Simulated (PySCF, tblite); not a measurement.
**C2H4O3S2Si: geometry, infrared bands and NMR shifts**

Aim: predict the infrared bands and NMR shifts of C2H4O3S2Si (`O=S(=O)(O)C([SiH3])=C=S`).

Programs: tblite 0.8.0 and PySCF 2.14.0, with density-fitted response routines of our own. Each step states its level of theory. These are calculated values for one molecule in the gas phase, unless marked as measured. Atoms count from 0, in the outputs and in this text.

### Step 1. The molecule as given

12 atoms, charge 0, multiplicity 1; geometry from: force field or distance geometry start.

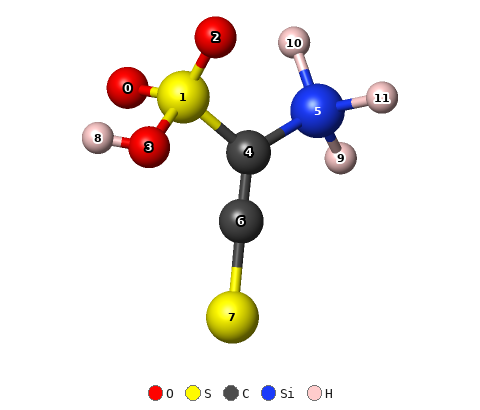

As it starts; oxygen red, sulfur yellow, carbon dark grey, silicon blue, hydrogen pink, atoms numbered.

### Step 2. Optimising the geometry with GFN2-xTB

The job: settings as JSON, then the geometry in Å.

```
{"job": {"kind": "relax", "xc": "GFN2-xTB", "basis": "xTB"}, "charge": 0, "multiplicity": 1}
O     -1.624700     0.274100    -1.505200
S     -1.309600     0.240400    -0.106400
O     -1.627900     1.332500     0.783600
O     -2.091800    -1.041100     0.470600
C      0.314000    -0.248800     0.124600
Si     1.547600     1.045400     0.069400
C      0.678300    -1.484400     0.049400
S      1.203100    -3.204400    -0.033700
H     -2.901800    -1.173600    -0.051400
H      2.797300     0.556600    -0.562800
H      1.103600     2.223800    -0.708800
H      1.913100     1.478700     1.444800
```

Run with:

```console
OMP_NUM_THREADS=1 python probes_run.py task.json out
```

One launch serves the whole session: the jobs run in the order shown.

**Question.** This job is followed by: GFN2-xTB harmonic vibrations, gas phase; GIAO PBE0/pcSseg-1 NMR shielding, non-relativistic, gas phase. What will the session give for the following? strongest single infrared mode (GFN2-xTB); zero-point energy (GFN2-xTB); 13C shifts against TMS (PBE0/pcSseg-1); 1H shifts against TMS (PBE0/pcSseg-1, means over atoms taken as alike); 17O shifts against H2O (PBE0/pcSseg-1, means over atoms taken as alike); 33S shifts against CS2 (PBE0/pcSseg-1); 29Si shifts against TMS (PBE0/pcSseg-1).

The runs gave:

| quantity | value |
| --- | --- |
| strongest single infrared mode (GFN2-xTB) | 1917 cm⁻¹, 1202 km/mol |
| zero-point energy (GFN2-xTB) | 36.5 kcal/mol |
| 13C shifts against TMS (PBE0/pcSseg-1) | 230.7, 79.5 ppm |
| 1H shifts against TMS (PBE0/pcSseg-1, means over atoms taken as alike) | 5.62, 4.62 ppm |
| 17O shifts against H2O (PBE0/pcSseg-1, means over atoms taken as alike) | 263.9, 233.6 ppm |
| 33S shifts against CS2 (PBE0/pcSseg-1) | 320, 287 ppm |
| 29Si shifts against TMS (PBE0/pcSseg-1) | -70.3 ppm |

What this shows: Over 135 steps the energy fell by 1.451 eV; of the close pairs, C6–S7 changed most, 1.800 to 1.554 Å. No mode is imaginary among the 30: a minimum at this level. The strongest single mode, at 1917 cm⁻¹, moves mainly C6 and C4. Unscaled tight-binding wavenumbers are off by several per cent, some by more. Its intensities can rank the bands wrongly. At PBE0/pcSseg-1: The widest tensor belongs to S7: span 542 ppm, with a paramagnetic part of -841 ppm.
